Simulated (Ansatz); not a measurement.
# SF+ (triplet): the correlation ladder, cc-pVDZ

How much of the correlation energy of SF+ (triplet) does each wave-function method recover here?

The runs use Ansatz 0.2.0, Gaussian basis; cc-pVDZ, core rule «outside noble gas», up to 6 orbitals frozen.

Plan: UHF; CCSD(T) on ROHF; CCSD(T) on UHF; BCCD(T) on ROHF; CISD; CCSDT(Q) on ROHF; CCSDT(Q) on UHF; CASSCF and MRCISD+Q, 12 electrons in 8 orbitals; CASSCF and NEVPT2, 12 electrons in 8 orbitals.

14 further runs of the same task are left out: 5 that didn't finish, 9 set aside as unsound or not needed.

### 1 The system

The geometry is a PBE0/def2-TZVP stationary point (not a proven minimum).

2 atoms, charge 1, spin multiplicity 3.

Atoms are counted from 1 here; the program's logs count them from 0.

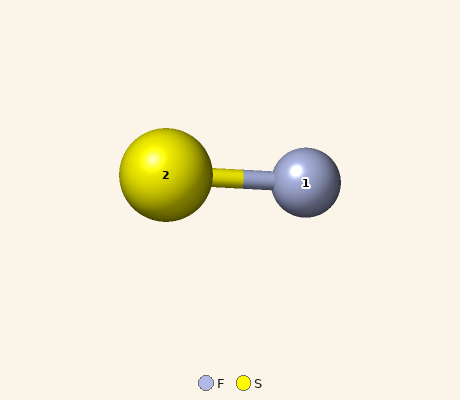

The structure; fluorine light blue, sulfur yellow; atoms are numbered from 1 in the order of the file.

Geometry (Å):

```xyz
2
FS
F     0.0000    0.0000    0.0000
S     0.0000    0.0000    1.5040
```

### 2 UHF

The input, in.yaml:

```yaml
crystal:
  periodic: [false, false, false]
  atoms:
    - {symbol: F, position_ang: [0.000000, 0.000000, 0.000000]}
    - {symbol: S, position_ang: [0.000000, 0.000000, 1.504000]}
basis:
  gaussian: {orbitals: cc-pVDZ}
total_charge: 1
magnetization: {spin_polarized: true, initial_magnetization: 2}
hamiltonian: {xc: hf}
output: {orbitals: {seedname: orbitals}}
```

Launch:

```console
ansatz run in.yaml --threads 1 --pin off --events-out ev --progress --plain --max-ram 2393MiB
```

The runs that follow: CCSD(T) on ROHF; CCSD(T) on UHF; BCCD(T) on ROHF; CISD; CCSDT(Q) on ROHF; CCSDT(Q) on UHF; CASSCF and MRCISD+Q, 12 electrons in 8 orbitals; CASSCF and NEVPT2, 12 electrons in 8 orbitals.

**Question.** What will the summary of the whole plan be? Wanted: UCCSDT(Q) below the RHF energy; RMP2 from UCCSDT(Q); UMP2 from UCCSDT(Q); RCCSD from UCCSDT(Q); RCCSD(T) from UCCSDT(Q); UCCSD(T) from UCCSDT(Q); RCCSDT(Q) from UCCSDT(Q); NEVPT2 valence from UCCSDT(Q); MRCISD+Q valence from UCCSDT(Q).

As calculated:

| quantity | value |
| --- | --- |
| UCCSDT(Q) below the RHF energy | -8.4662 eV |
| RMP2 from UCCSDT(Q) | +668.7 meV |
| UMP2 from UCCSDT(Q) | +704.1 meV |
| RCCSD from UCCSDT(Q) | +238.2 meV |
| RCCSD(T) from UCCSDT(Q) | +40.1 meV |
| UCCSD(T) from UCCSDT(Q) | +40.9 meV |
| RCCSDT(Q) from UCCSDT(Q) | +6.0 meV |
| NEVPT2 valence from UCCSDT(Q) | +1135.1 meV |
| MRCISD+Q valence from UCCSDT(Q) | +64.4 meV |
| levels within 1 kcal/mol (43 meV) | RCCSD(T), UCCSD(T), BCCD(T), RCCSDT, UCCSDT, RCCSDT(Q) |
| T1 diagnostic | 0.027 |
| effectively unpaired electrons | 2.01 |

In words: RCCSD(T) misses by +40.1 meV, 0.5 % of the correlation energy. One determinant dominates. Of the multireference levels listed MRCISD+Q valence comes nearest in total energy (+64.4 meV), which doesn't show that its space is the better one. These misses are within one basis, not against nature; the frozen cores of restricted and unrestricted runs differ, which can shift their rows.
